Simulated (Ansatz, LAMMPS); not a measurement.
# Molecular dynamics of glassy 53SiO2-26Al2O3-11ZnO-11CaO (mol %) (63 atoms)

Aim: follow glassy 53SiO2-26Al2O3-11ZnO-11CaO (mol %) (63 atoms) for a short time with forces from DFT, then look at structure and electrons in the last frame.

Main program and level: Ansatz 0.2.0; Kohn-Sham DFT, PBE, PAW (set soft_2), plane waves.

## 1. Set-up

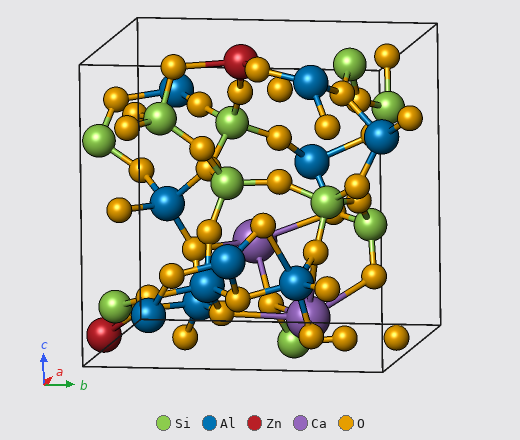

The cell as given, slightly off an axis (silicon green, aluminium blue, zinc red, calcium purple, oxygen orange). Bonds to atoms that aren't drawn are left out.

The cell holds 63 atoms: 10 Si, 10 Al, 2 Zn, 2 Ca and 39 O. Its edges and angles: a = 9.234 Å, b = 9.234 Å, c = 9.234 Å, α = 90.0°, β = 90.0°, γ = 90.0°. 63 atoms (10 Si, 10 Al, 2 Zn, 2 Ca, 39 O) placed at random at 2.76 g/cm³, melted at 4000 K for 10 ps at fixed volume with the Morse and Coulomb pair potential with partial charges (Pedone, Malavasi, Menziani, Cormack and Segre, J. Phys. Chem. B 110, 11780 (2006)). Quenched from 4000 K to 300 K at 6 K/ps and fixed volume, held 10 ps at zero pressure.

Limits known from the start: The quench rate of 6 K/ps far exceeds what a furnace or splat quench reaches, so expect more defects and frozen-in strain than in a real sample. The starting topology of bonds comes from the classical model, and needn't be the one that DFT or experiment would give. The Brillouin zone is sampled at Γ only, in a cell whose shortest periodic width is 9 Å.

## 2. Dynamics at 900 K

Without a thermostat the total energy must stay constant, which tests forces and time step. The time step is 1.0 fs.

Input file input.yaml:

```yaml
crystal:
  lattice:
    - [9.23443, 0.0, 0.0]
    - [0.0, 9.23443, 0.0]
    - [0.0, 0.0, 9.23443]
  atoms:
    - { symbol: Si, position: [0.34369, 0.04343, 0.14582] }
    - { symbol: Si, position: [0.37259, 0.95577, 0.8183] }
    - { symbol: Si, position: [0.31883, 0.90271, 0.4377] }
    - { symbol: Si, position: [0.02418, 0.70117, 0.0926] }
    [... 53 atom lines left out ...]
    - { symbol: O, position: [0.01, 0.341, 0.10193] }
    - { symbol: O, position: [0.49672, 0.83162, 0.81996] }
    - { symbol: O, position: [0.81639, 0.44753, 0.34786] }
    - { symbol: O, position: [0.26723, 0.61073, 0.72777] }
    - { symbol: O, position: [0.81924, 0.14061, 0.17512] }
    - { symbol: O, position: [0.50144, 0.32927, 0.37365] }
kpoints:
  mp_grid: { grid: [1, 1, 1] }
hamiltonian:
  xc: pbe
scf:
  occupations: { method: fermi_dirac, width: 0.078 }
output:
  forces: true
md:
  timestep: 1.0
  n_steps: 200
  ensemble: nve
  temperature: 900
  initial_velocities: maxwell_boltzmann
  seed: 3054
```

Command:

```console
$ ansatz run input.yaml --threads 4 --pin off --max-ram 8192MiB --backend cpu --events-out ev --progress --plain --runs-dir out
```

Run time: 3 min. Hardware: 4 threads of AMD EPYC 9R45, shared host; peak memory 1.1 GiB.

The program notes that it switched symmetry off.

Rows from the run:

| time (fs) | T (K) | potential (meV/atom) | conserved (meV/atom) |
| --- | --- | --- | --- |
| 0.0 | 900 | 0.0 | 0.00 |
| 13.0 | 785 | 14.6 | 0.05 |
| 27.0 | 714 | 23.7 | 0.09 |
| 40.0 | 694 | 26.3 | 0.07 |
| 53.0 | 748 | 19.5 | 0.10 |
| 67.0 | 737 | 20.9 | 0.14 |
| 80.0 | 856 | 5.7 | 0.09 |
| 93.0 | 896 | 0.5 | 0.05 |
| 107.0 | 824 | 9.8 | 0.05 |
| 120.0 | 752 | 19.0 | 0.09 |
| 133.0 | 683 | 27.8 | 0.11 |
| 147.0 | 740 | 20.5 | 0.10 |
| 160.0 | 730 | 21.8 | 0.13 |
| 173.0 | 747 | 19.6 | 0.13 |
| 187.0 | 798 | 13.1 | 0.11 |
| 200.0 | 893 | 1.0 | 0.06 |

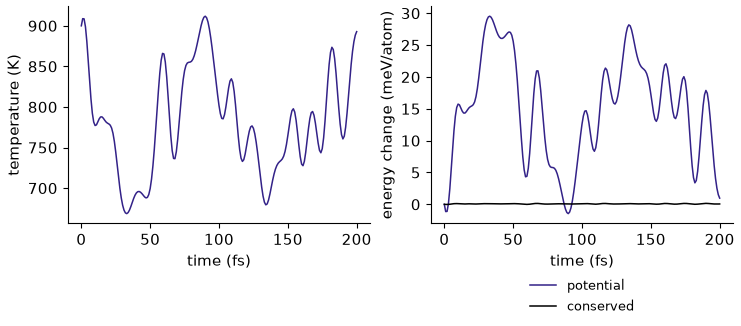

Temperature and energies against time.

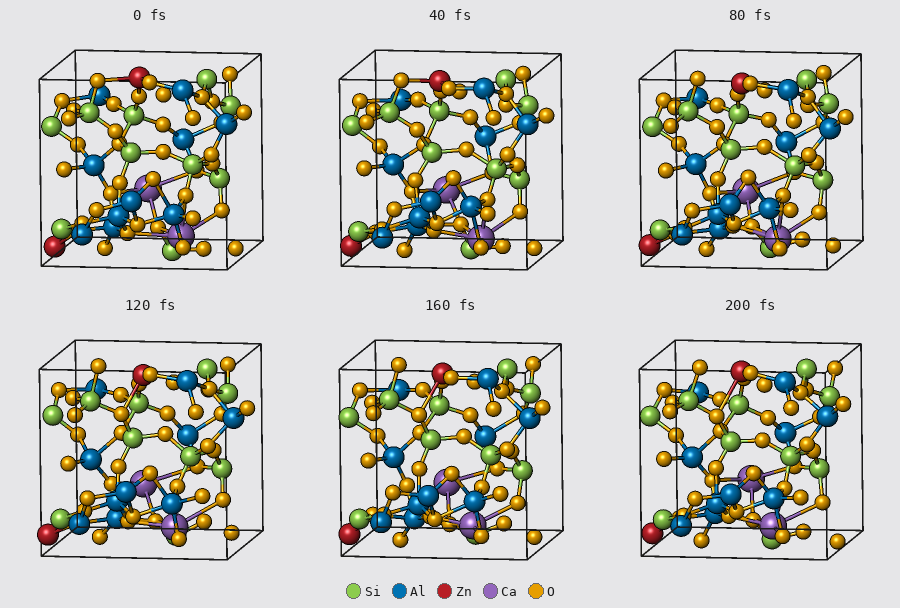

6 frames of the run. Bonds to atoms that aren't drawn are left out.

Mean square displacement from the first frame to the last: Si 0.028 Å², Al 0.064 Å², Zn 0.12 Å², Ca 0.14 Å², O 0.11 Å².

Table of mean square displacement by time lag:

| time lag (fs) | Al (Å²) | Ca (Å²) | O (Å²) | Si (Å²) | Zn (Å²) |
| --- | --- | --- | --- | --- | --- |
| 1.0 | 7.6e-5 | 4.6e-5 | 1.2e-4 | 7.5e-5 | 2.1e-5 |
| 9.0 | 0.00577 | 0.00366 | 0.00865 | 0.00549 | 0.00167 |
| 17.0 | 0.0177 | 0.0126 | 0.0251 | 0.0151 | 0.00584 |
| 29.0 | 0.0367 | 0.0336 | 0.0496 | 0.0259 | 0.0159 |
| 38.0 | 0.0476 | 0.0532 | 0.0661 | 0.0312 | 0.0255 |
| 46.0 | 0.0553 | 0.0715 | 0.0802 | 0.0353 | 0.0346 |
| 54.0 | 0.0618 | 0.0899 | 0.0924 | 0.0383 | 0.0441 |
| 62.0 | 0.0673 | 0.108 | 0.103 | 0.0406 | 0.0536 |
| 71.0 | 0.0718 | 0.130 | 0.115 | 0.0440 | 0.0643 |
| 83.0 | 0.0757 | 0.161 | 0.132 | 0.0498 | 0.0773 |
| 91.0 | 0.0785 | 0.184 | 0.142 | 0.0528 | 0.0845 |
| 100.0 | 0.0819 | 0.211 | 0.154 | 0.0562 | 0.0907 |

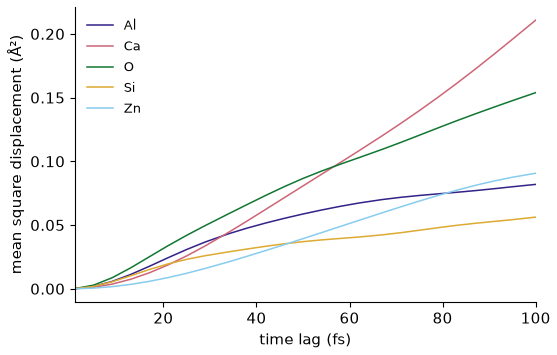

Mean square displacement, plotted against time lag.

Over the second half of 200 fs the temperature averages 774 K with swings of 49 K r.m.s. The conserved energy stays within 0.15 meV/atom. From first frame to last Ca has the largest mean square displacement, 0.14 Å² at the end; the farthest move is 0.67 Å. The run spans 0.20 ps, too short for its means to be equilibrium values.

## 3. Structure statistics late in the run

The g(r) is a mean over the second half.

Density 2.92 g/cm³, 12.50 Å³ an atom.

Mean of 14 frames. Pair distribution functions g(r), in bins of 0.2 Å:

| r (Å) | total | O-O | O-Al | O-Si | O-Ca | O-Zn | Al-Al |
| --- | --- | --- | --- | --- | --- | --- | --- |
| 1.50 | 0.65 | 0.00 | 0.00 | 3.31 | 0.00 | 0.00 | 0.00 |
| 1.70 | 2.73 | 0.00 | 5.50 | 8.34 | 0.00 | 0.27 | 0.00 |
| 1.90 | 0.99 | 0.00 | 4.19 | 0.26 | 0.00 | 2.91 | 0.00 |
| 2.10 | 0.32 | 0.00 | 0.68 | 0.00 | 1.35 | 3.25 | 0.00 |
| 2.30 | 0.23 | 0.12 | 0.08 | 0.00 | 2.46 | 1.86 | 0.00 |
| 2.50 | 0.60 | 1.29 | 0.00 | 0.00 | 1.67 | 1.01 | 0.00 |
| 2.70 | 1.44 | 3.27 | 0.23 | 0.06 | 2.04 | 0.28 | 1.22 |
| 2.90 | 1.23 | 2.25 | 0.42 | 0.21 | 0.65 | 0.00 | 2.19 |
| 3.10 | 1.19 | 1.25 | 0.54 | 0.39 | 0.47 | 0.52 | 4.12 |
| 3.30 | 0.97 | 0.72 | 0.69 | 0.88 | 0.74 | 0.87 | 1.85 |
| 3.50 | 0.89 | 0.62 | 0.95 | 1.33 | 0.58 | 0.63 | 0.18 |
| 3.70 | 1.01 | 0.53 | 1.40 | 1.55 | 1.31 | 1.68 | 0.13 |
| 3.90 | 0.95 | 0.59 | 1.30 | 1.57 | 0.93 | 0.82 | 0.54 |
| 4.10 | 0.93 | 0.58 | 1.29 | 1.68 | 1.05 | 0.71 | 0.43 |
| 4.30 | 1.06 | 0.71 | 1.44 | 1.44 | 1.19 | 1.75 | 0.51 |
| 4.50 | 1.02 | 0.93 | 1.19 | 0.92 | 1.09 | 1.51 | 1.10 |

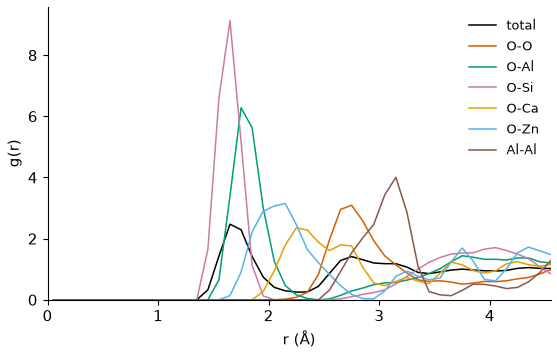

Pair distribution functions, lightly smoothed.

## 4. Single point at the last frame

The last frame is solved once more, with the analyses that the dynamics left out.

Input file input.yaml:

```yaml
crystal:
  lattice:
    - [9.23443, 0.0, 0.0]
    - [0.0, 9.23443, 0.0]
    - [0.0, 0.0, 9.23443]
  atoms:
    - { symbol: Si, position: [0.34499, 0.05181, 0.14266] }
    - { symbol: Si, position: [0.38079, 0.94874, 0.81371] }
    - { symbol: Si, position: [0.33049, 0.89909, 0.43443] }
    - { symbol: Si, position: [0.01933, 0.70103, 0.10265] }
    [... 53 atom lines left out ...]
    - { symbol: O, position: [0.01237, 0.32208, 0.08876] }
    - { symbol: O, position: [0.48136, 0.80254, 0.83155] }
    - { symbol: O, position: [0.80593, 0.45204, 0.32639] }
    - { symbol: O, position: [0.27248, 0.63679, 0.71007] }
    - { symbol: O, position: [0.83196, 0.13084, 0.18013] }
    - { symbol: O, position: [0.52477, 0.30408, 0.39584] }
kpoints:
  mp_grid: { grid: [1, 1, 1] }
hamiltonian:
  xc: pbe
scf:
  occupations: { method: fixed }
output:
  forces: true
  stress: true
  populations: true
  dos:
    method: { smearing: { sigma: 0.15 } }
    de: 0.1
    projected: { site_lists: { Al: [Al], Ca: [Ca], O: [O], Si: [Si], Zn: [Zn] } }
  eigenvalues: true
  write_density: true
  write_potential: true
  volumetric_format: npy
  elf: true
```

Run time: 2.6 s. Hardware: 4 threads; peak memory 1 GiB; 9 s of CPU time.

The run gave:

- free energy: -44203.0307 eV
- free energy per atom: -701.6354 eV/atom
- SCF cycles: 9
- pressure: 4.123 GPa
- r.m.s. force component: 1.273 eV/Å
- longest force: 5.808 eV/Å
- Fermi energy: 4.456 eV
- gap (highest filled to lowest empty level): 3.376 eV
- spilling of the projection: 0.0113

Length of the force by element:

| element | coordination | atoms | mean length of the force (eV/Å) | spread | least | most |
| --- | --- | --- | --- | --- | --- | --- |
| Al | all | 10 | 2.17 | 0.598 | 1.46 | 3.22 |
| Ca | all | 2 | 1.70 | 0.938 | 0.763 | 2.64 |
| O | all | 39 | 1.71 | 0.814 | 0.655 | 4.03 |
| Si | all | 10 | 2.86 | 1.41 | 1.06 | 5.81 |
| Zn | all | 2 | 1.66 | 0.396 | 1.26 | 2.05 |

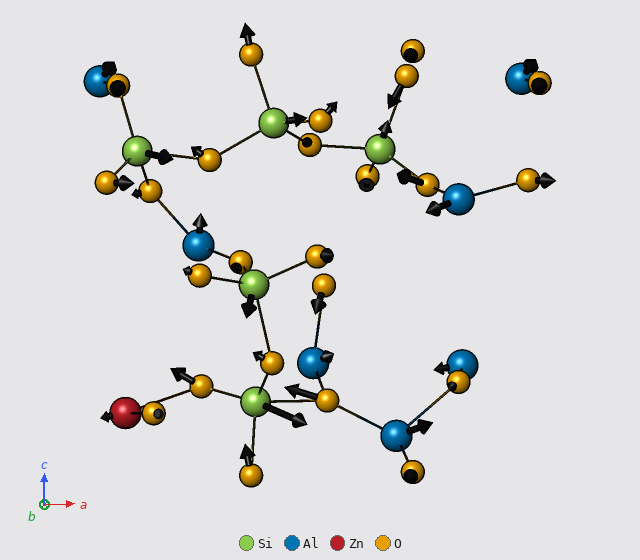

Forces as arrows; the longest in the cell is 5.81 eV/Å. Drawn is a slice 5 Å thick, seen along the normal of the ac plane. Bonds to atoms that aren't drawn are left out.

Löwdin charges by element (they lack the spilled electrons, 0.062 e an atom on average):

| element | coordination | atoms | mean charge (e) | spread | least | most |
| --- | --- | --- | --- | --- | --- | --- |
| Al | all | 10 | 1.33 | 0.0509 | 1.24 | 1.41 |
| Ca | all | 2 | 1.82 | 0.0097 | 1.81 | 1.83 |
| O | all | 39 | -0.849 | 0.0607 | -0.971 | -0.747 |
| Si | all | 10 | 1.71 | 0.0459 | 1.61 | 1.76 |
| Zn | all | 2 | 1.52 | 2.0e-4 | 1.52 | 1.52 |

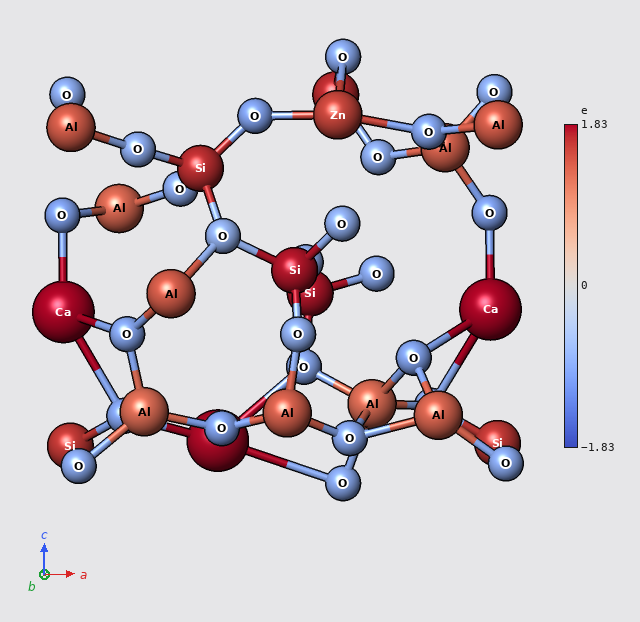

Atoms coloured by Löwdin charge. Drawn is a slice 5 Å thick, seen along the normal of the ac plane. Bonds to atoms that aren't drawn are left out.

Density of states as counts of states in windows of 1 eV (from the Fermi level), total and the larger projections:

| from (eV) | to (eV) | total | O p | Zn d |
| --- | --- | --- | --- | --- |
| -10 | -9 | 4.0 | 2.7 | 0.0 |
| -9 | -8 | 5.5 | 3.8 | 0.0 |
| -8 | -7 | 9.2 | 6.5 | 0.1 |
| -7 | -6 | 20.2 | 14.7 | 0.7 |
| -6 | -5 | 29.6 | 18.7 | 5.8 |
| -5 | -4 | 37.6 | 22.8 | 9.5 |
| -4 | -3 | 36.4 | 30.4 | 1.6 |
| -3 | -2 | 43.5 | 38.9 | 0.9 |
| -2 | -1 | 45.7 | 42.4 | 0.8 |
| -1 | 0 | 20.6 | 19.4 | 0.3 |
| 0 | 1 | 1.8 | 1.7 | 0.0 |
| 1 | 3 | 0.0 | 0.0 | 0.0 |
| 3 | 4 | 2.0 | 0.1 | 0.0 |
| 4 | 5 | 1.4 | 0.2 | 0.0 |

With fixed occupations the program's Fermi level is the highest filled level; weight inside the gap is the broadening of levels at its edges.

Between -26 and -10 eV lie 90 more states.

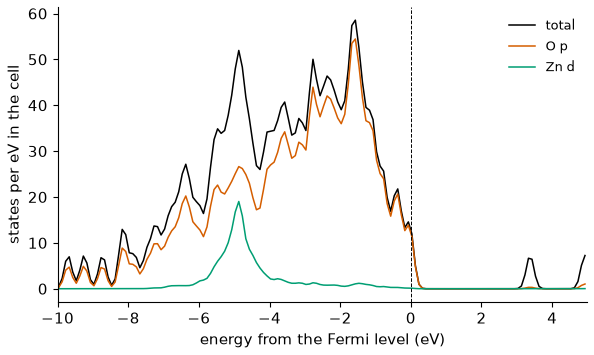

Total and projected density of states, with the broadening of the input.

The levels nearest the highest filled one (over half full), pooled over k-points and spins:

| level less the highest filled one (eV) | occupation |
| --- | --- |
| -0.531 | 2 |
| -0.419 | 2 |
| -0.374 | 2 |
| -0.279 | 2 |
| -0.0703 | 2 |
| 0 | 2 |
| 3.38 | 0 |
| 4.92 | 0 |
| 5.33 | 0 |
| 5.52 | 0 |
| 5.64 | 0 |
| 5.83 | 0 |

Mean Löwdin charges: Al +1.33, Ca +1.82, O -0.85, Si +1.71, Zn +1.52 e (they miss 1.1 % of the electrons, so they add up to more than the cell's charge).

1 further run on a deliberately doubtful input is not shown.

## 5. Results

| Quantity | Value |
| --- | --- |
| mean temperature, second half | 774.3 K |
| temperature swing, second half | 48.66 K |
| slope of the conserved energy against time, by least squares | 0.0723 meV/atom/ps |
| free energy per atom | -701.6354 eV/atom |
| pressure | 4.123 GPa |
| r.m.s. force component | 1.273 eV/Å |
| gap (highest filled to lowest empty level) | 3.376 eV |
| wall time of the 2 DFT runs | 3 min |

What this shows: Over the second half of 200 fs the temperature averages 774 K with swings of 49 K r.m.s. The conserved energy stays within 0.15 meV/atom. The run spans 0.20 ps, too short for its means to be equilibrium values. Filled and empty levels are parted by 3.38 eV (at Γ alone); a semilocal functional tends to put such gaps too low. In a disordered cell it changes from sample to sample, and tail or defect levels can set it.

Caveats: The pressure of 4.1 GPa is that of one thermal frame at a volume set beforehand, without the kinetic term.

[Logs are printed without paths, hosts, clocks, repeated set-up lines and the standing remarks that a program may print on its own settings, such as how far it seeks lower states.]

[Hosts, paths, dates, database ids (printed as entryN), source tags and the programs' standing remarks are cut or masked in the printed files.]
